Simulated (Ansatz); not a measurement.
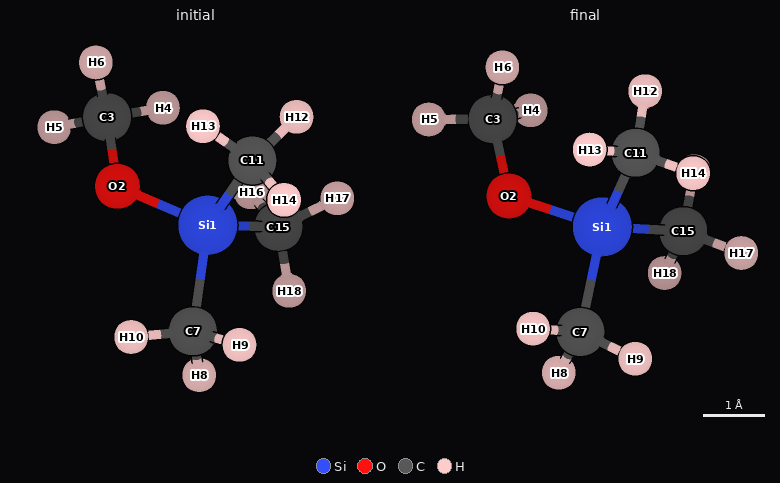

The structure of C4H12OSi before (left) and after (right) a relaxation, at one scale.

The picture is a ball-and-stick view, seen from a free direction.

The run prepares the start of a later molecular dynamics calculation, from a guessed geometry.

Theory: Ansatz 0.2.0, RKS B3LYP/6-31G.

Input
```yaml
crystal:
  periodic: [false, false, false]
  atoms:
    - { symbol: Si, position_ang: [0.0, 0.0, 0.0] }
    - { symbol: O, position_ang: [0.0, 0.0, 1.68] }
    - { symbol: C, position_ang: [-1.1112, -0.3437, 2.4945] }
    - { symbol: H, position_ang: [-1.814, -0.9775, 1.9143] }
    - { symbol: H, position_ang: [-0.7584, -0.9037, 3.3856] }
    - { symbol: H, position_ang: [-1.6313, 0.5809, 2.8212] }
    - { symbol: C, position_ang: [1.7634, 0.0, -0.6227] }
    - { symbol: H, position_ang: [2.1111, -1.0463, -0.7509] }
    - { symbol: H, position_ang: [1.8119, 0.5276, -1.5981] }
    - { symbol: H, position_ang: [2.4154, 0.5187, 0.1108] }
    - { symbol: C, position_ang: [-0.8808, 1.5259, -0.6227] }
    - { symbol: H, position_ang: [-1.9334, 1.2723, -0.8671] }
    - { symbol: H, position_ang: [-0.8624, 2.3106, 0.1622] }
    - { symbol: H, position_ang: [-0.3704, 1.9025, -1.5336] }
    - { symbol: C, position_ang: [-0.8808, -1.5259, -0.6227] }
    - { symbol: H, position_ang: [-1.3804, -2.0377, 0.2261] }
    - { symbol: H, position_ang: [-1.6409, -1.2332, -1.3768] }
    - { symbol: H, position_ang: [-0.1449, -2.2146, -1.0879] }
basis:
  gaussian: { orbitals: "6-31G" }
hamiltonian:
  xc: b3lyp
relax:
  f_tol: 0.02
  max_steps: 40
```

Launched with:
```bash
ansatz run input.yaml --threads 1 --pin off --max-ram 2048MiB --backend cpu --events-out ev --progress --plain --runs-dir out
```

What changed between the two?

Answer. The largest move after the best rigid fit is that of H16, 1.04 Å. Largest moves by element: H 1.04 Å, O 0.29 Å, C 0.26 Å, Si 0.09 Å. Among the contacts that change: Si1–O2 1.680 → 1.747 Å, Si1–C11 1.869 → 1.913 Å, Si1–C7 1.870 → 1.899 Å, O2–C3 1.420 → 1.444 Å. Bond angles that change, for instance: O2–Si1–C7 109.4° → 103.9°, O2–C3–H4 109.5° → 111.8°, Si1–C11–H12 109.5° → 111.8°. Groups turn about Si1–C15 by about 50°, O2–C3 by about 35°, Si1–C11 by about 35°. The energy falls by 0.416 eV in 11 accepted moves (13 points after the start). The largest force component goes from 1.4 to 0.007 eV/Å. The line search rejected the trial steps at points 7, 8 of the run. The forces were under the threshold at step 9, but the run went on from there. The run took 3.9 min on 1 thread of Intel(R) Xeon(R) Processor @ 2.50GHz (Skylake/Cascade Lake), on a shared host, peak memory 0.22 GiB.

Limits of the set-up: the basis has no polarisation functions, which atoms past neon need.
